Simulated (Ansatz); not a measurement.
# C₂H₇InO: what the fields show

```yaml
atoms:
  - { symbol: C, position_ang: [-0.7025, 1.1101, 0.3972] }
  - { symbol: C, position_ang: [-0.2530, -0.3298, 0.3283] }
  - { symbol: O, position_ang: [0.8186, -0.5975, 1.2404] }
  - { symbol: In, position_ang: [0.7620, -0.9445, -1.5087] }
  - { symbol: H, position_ang: [-1.5301, 1.2949, -0.2943] }
  - { symbol: H, position_ang: [-1.0602, 1.3669, 1.4049] }
  - { symbol: H, position_ang: [0.1083, 1.7991, 0.1478] }
  - { symbol: H, position_ang: [-1.0994, -0.9935, 0.5447] }
  - { symbol: H, position_ang: [0.5410, -0.3625, 2.1330] }
  - { symbol: H, position_ang: [1.7279, 0.2355, -2.3280] }
  - { symbol: H, position_ang: [0.6873, -2.5786, -2.0653] }
```

Geometry: PBE0-D4/def2-TZVP; core potentials replace the inner electrons of In.

Method: RKS PBE0-D4/def2-TZVPP (Ansatz 0.2.0).

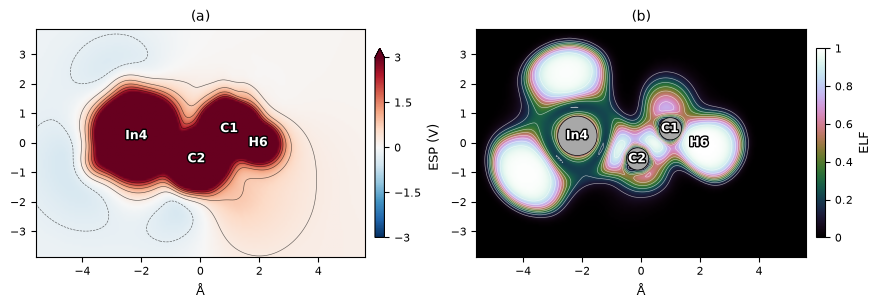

Figure 1. (a) electrostatic potential; (b) electron localisation function on the plane of atoms C1, C2 and In4. Grey discs cover the atomic cores in the ELF map.

Question: Describe what can be read from this map.

Answer:
- The plane passes through C, In and H nuclei.
- C–C (1.51 Å): the ELF peaks at about 0.95 between the atoms: localised, covalent bonding.
- C–In (2.19 Å): the ELF peaks at about 0.95 in the valence shell of C, 0.7 Å from its nucleus, and drops to about 0.20 between the two atoms.
- C–H (1.10 Å): the ELF climbs to about 1 towards the hydrogen, as it does in any bond to H (an ordinary covalent bond to hydrogen).
- Outside the dense part of the molecule the potential is most negative (−0.5 V) near H11, which lies off the plane.

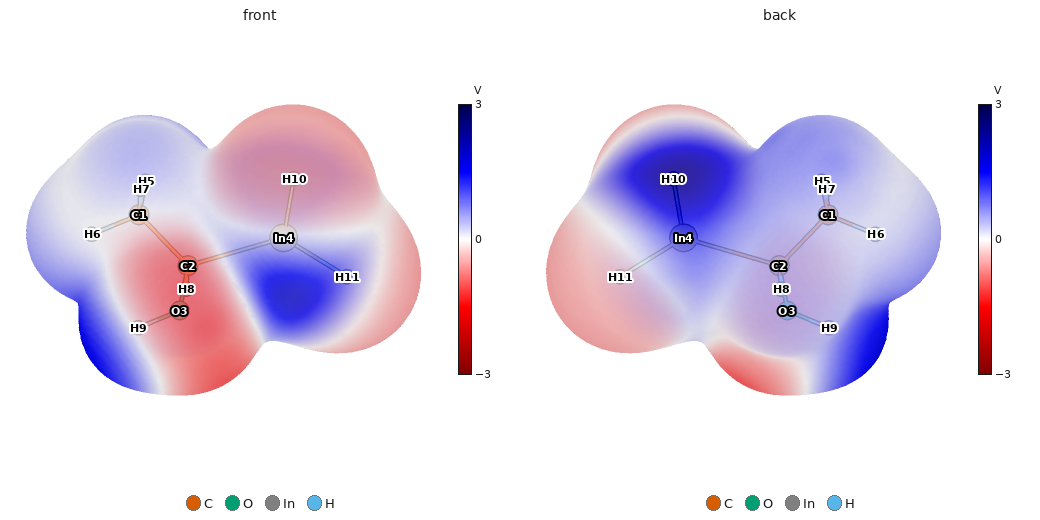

Figure 2. The electrostatic potential painted on the density surface at 0.001 e/bohr³, seen from the front and from behind; the colour scale runs from red (negative) to blue (positive).

Question: Describe the electrostatic potential map.

Answer: The most negative region (about −1.0 V) lies over O3, the most positive (about +2.2 V) over In4.

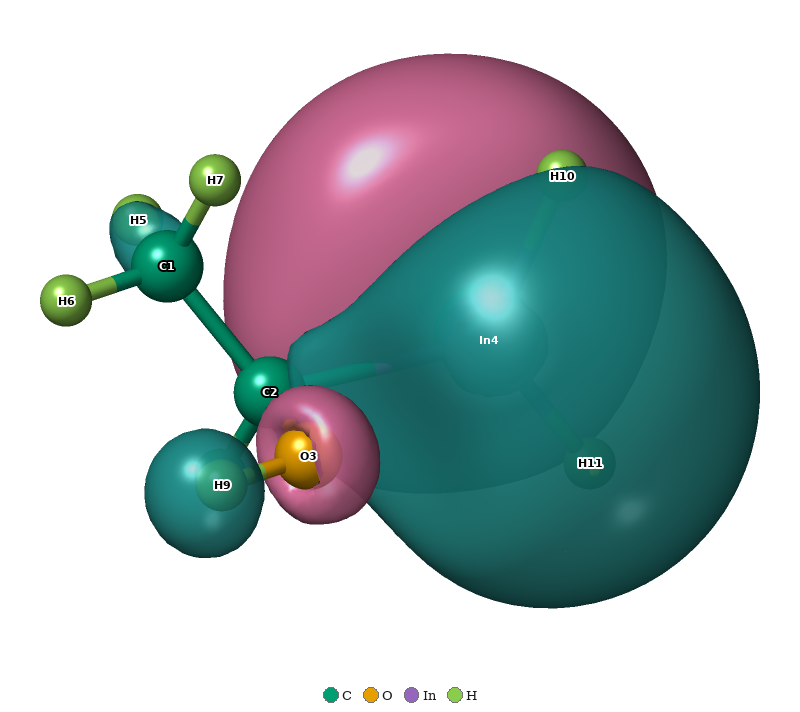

Figure 3. The LUMO at ±0.06 Å⁻³ᐟ² (teal and pink are the two phases), seen at a tilt.

Question: What is the character of this orbital?

Answer: It lies mainly on In4 (about 80 %). Its energy is −1.49 eV.

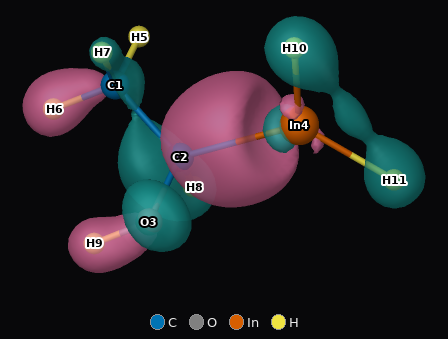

Figure 4. The HOMO at ±0.15 Å⁻³ᐟ² (teal and pink are the two phases), seen at a tilt.

Question: What is the character of this orbital?

Answer: By Hirshfeld shares it lies mainly on C2 (about 35 %), In4 (about 25 %), O3 (about 10 %), C1 (about 5 %) and H10 (about 5 %). Its energy is −6.85 eV.
